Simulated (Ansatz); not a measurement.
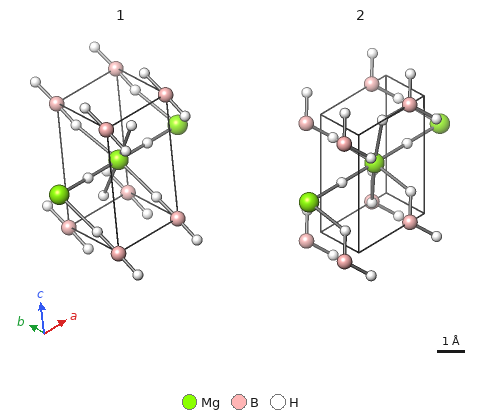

Two geometries of solid MgBH5 (built on the AlCrF5-71 type type), drawn at one scale. One is the start of a relaxation, the other its converged end. A ball-and-stick model of the cell of the calculation, reduced to other axes, seen slightly off an axis. Lengths and directions refer to the drawn axes.

Theory: Ansatz, DFT, PBEsol, plane waves, PAW. (plane-wave cutoff 420 eV; k-point mesh 6 × 6 × 6; occupations fermi dirac; smearing width 0.05 eV; no spin polarisation; cell and atoms relaxed; force threshold 0.01 eV/Å; at most 120 steps)

**Which geometry has the lower energy?**

Structure 2 is the relaxed one. Case: shaken. The atom that moves furthest relative to the cell is the B atom (0.76 Å along −a). By element the largest moves are B 0.76 Å, H 0.53 Å, Mg 0.10 Å. The volume changes by −4.2 %, with a 3.213 → 3.580 Å (+11.4 %), b 4.646 → 4.433 Å (−4.6 %), c 4.691 → 4.434 Å (−5.5 %), α 76.0° → 80.6°, β 70.4° → 66.2°, γ 70.6° → 66.2°. Near-neighbour distances that change, for instance: B–H 1.814 → 1.232 Å, B–H 1.763 → 1.232 Å, H–Mg 1.587 → 1.790 Å, H–Mg 1.626 → 1.790 Å. New bonds form, among them: B–H (1.76 → 1.23 Å), B–H (1.81 → 1.23 Å). Among the angles between lasting bonds that change: H–B–H 177.3° → 105.0°, Mg–H–B 178.3° → 131.2°, H–Mg–H 178.6° → 172.0°. The space group (tolerance 0.01 Å) goes from P1 (No. 1) to I-4 (No. 82). Over 16 accepted moves (19 points after the start) the energy falls by 492 meV per atom. Largest force component: 1.3 eV/Å at the start, 0.0021 eV/Å at the end. The pressure goes from 1.26 to 0.00 GPa. The line search rejected the trial step at point 12 of the run. At 2 points the geometry stayed and the basis and grid were re-selected for the new cell (energy shift of 0.9 meV per atom at most each time). Cost: 22 s on 4 threads of Intel(R) Xeon(R) 6975P-C (Granite Rapids), on a shared host, peak memory 0.51 GiB.
